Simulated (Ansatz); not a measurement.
```xyz
10

Al   -1.3825    1.1981    1.3546
O    -1.8036   -0.2949    2.0880
O     0.1000    1.9278    1.8195
O    -2.6137    2.2054    0.7094
Se   -0.6803    0.1886   -1.0043
H    -2.7198   -0.5490    2.2078
H     0.6010    1.5841    2.5607
H    -2.5819    3.1563    0.8240
H     0.5225   -0.5162   -0.5355
H     0.1139    1.3509   -1.4305
```

Geometry: PBE0-D4/def2-SVP.

Level of theory: isolated molecule in a Gaussian basis; Kohn-Sham density functional theory, functional PBE0 in Ansatz 0.2.0.

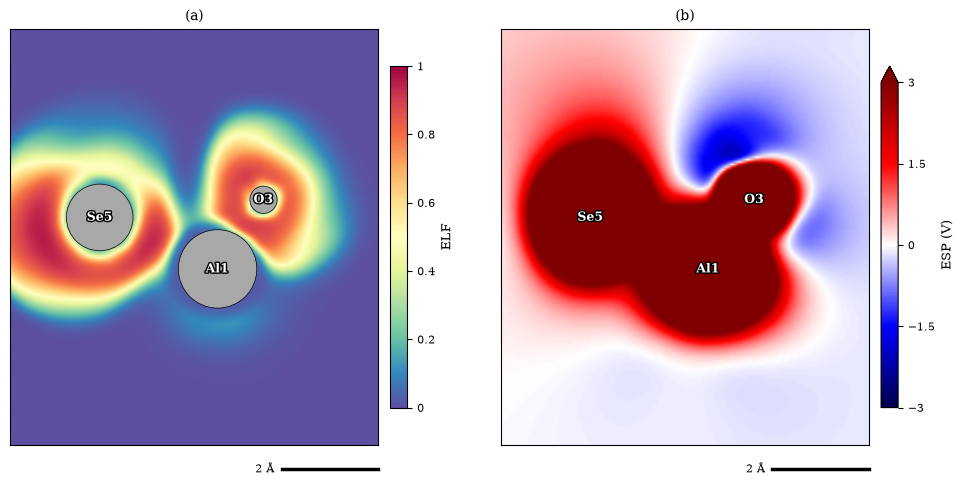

AlH5O3Se (SMILES [OH][Al-]([OH])([OH])[SeH2+]). (a) ELF; (b) molecular electrostatic potential on the plane of atoms O3, Al1 and Se5. Grey discs cover the atomic cores in the ELF map.

Q: What does the map show?

A: The section cuts through Al, O and Se sites. Al–O (1.72 Å): the ELF peaks at about 0.90 in the valence shell of O, 0.7 Å from its nucleus, and is about 0.45 at the midpoint. Al–Se (2.66 Å): the ELF peaks at about 0.95 between the atoms, as expected for a shared but strongly polarised pair. The ELF also peaks beside Se5 and O3, away from the bonds: lone-pair regions. Outside the dense part of the molecule the potential is most negative (−2.0 V) near O3.
